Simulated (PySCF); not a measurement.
## Electronic structure of BCl$_{3}$O$_{2}$Si in real space

The calculation's input:

```
{"job": {"kind": "nmr", "xc": "PBE0", "basis": "pcSseg-2"}, "charge": 0, "multiplicity": 1}
Cl    -1.840652     1.452593    -0.728692
Si    -0.067408     0.760072    -0.062103
Cl     1.156302     2.291880     0.412678
O     -0.165437    -0.468672     1.093195
B      0.428116    -1.257876     0.113435
Cl     0.836415    -2.934691     0.256829
O      0.631885    -0.454588    -1.004429
```

Command:

```sh
OMP_NUM_THREADS=1 python cluster_run.py task.json out
```

Geometry: PBE0-D3(BJ)/def2-SVP.

All numbers below come from PBE0/pcSseg-2, SCF density, gas phase, non-relativistic (PySCF 2.14.0).

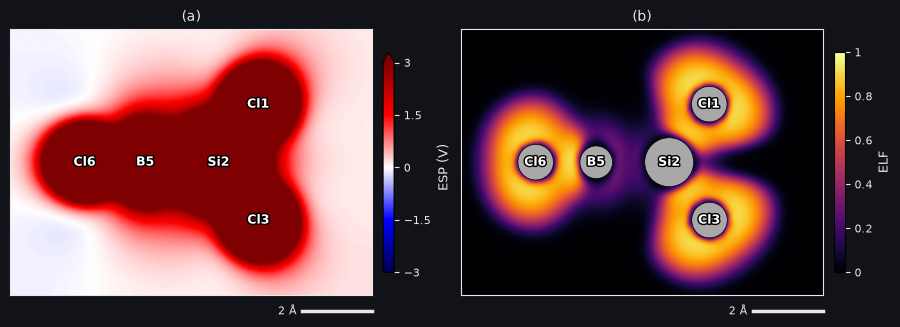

Figure 1. (a) molecular electrostatic potential; (b) electron localisation function on the plane of atoms Cl1, Si2 and B5. Grey discs cover the atomic cores in the ELF map.

### Read the bonding off the picture.

The plane passes through Cl, Si and B nuclei.
B–Cl (1.73 Å): the ELF peaks at about 0.90 between the atoms: a shared but strongly polarised pair.
Si–Cl (2.02 Å): the ELF peaks at about 0.85 between the atoms (a shared but strongly polarised pair).
Si–B (2.09 Å): the ELF is about 0.25 at the midpoint.
The ELF also peaks beside Cl3, Cl6 and Cl1, away from the bonds: lone-pair regions.
The potential has no marked negative region in this plane.

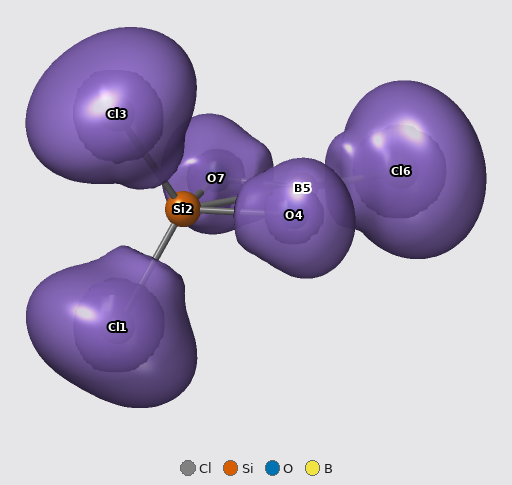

Figure 2. Isosurface of the electron localisation function at 0.75 (purple), seen at a tilt. Core shells and regions of very low density are left out.

### What do the ELF domains correspond to?

At this value the surface marks out three regions on Cl in which the atom's valence shell and bonds are merged and two regions on O in which the atom's valence shell and bonds are merged. Profiles from the grid: B–O (1.39 Å): the ELF peaks at about 0.85 between the atoms: a polar covalent bond. Si–O (1.69 Å): the ELF peaks at about 0.85 between the atoms; a shared but strongly polarised pair.

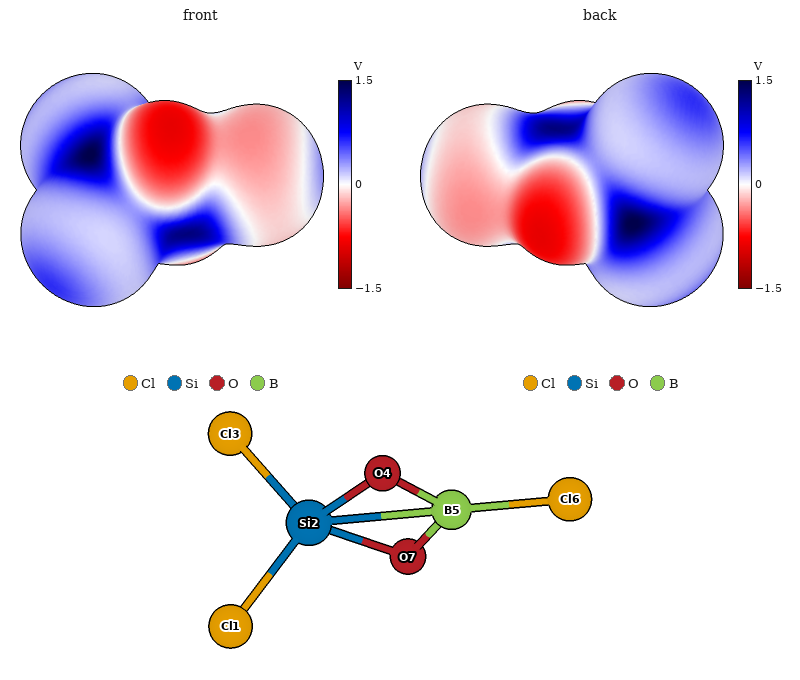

Figure 3. The electrostatic potential painted on the density surface at 0.001 e/bohr³, seen from the front and from behind; red is negative and blue positive. The bare structure is drawn below in the same view.

### Where is the surface potential most negative and most positive?

The most negative region (about −0.8 V) lies over O4 and O7, the most positive (about +1.4 V) over Si2. Cl1 shows a σ-hole: about +0.6 V at the tip opposite its bond, against about +0.2 V on its flanks. Cl3 shows a σ-hole: about +0.6 V at the tip opposite its bond, against about +0.2 V on its flanks. Cl6 shows a σ-hole: about +0.3 V at the tip opposite its bond, against about −0.2 V on its flanks.

### How polar is the molecule by this calculation?

Its dipole moment is 1.35 D.
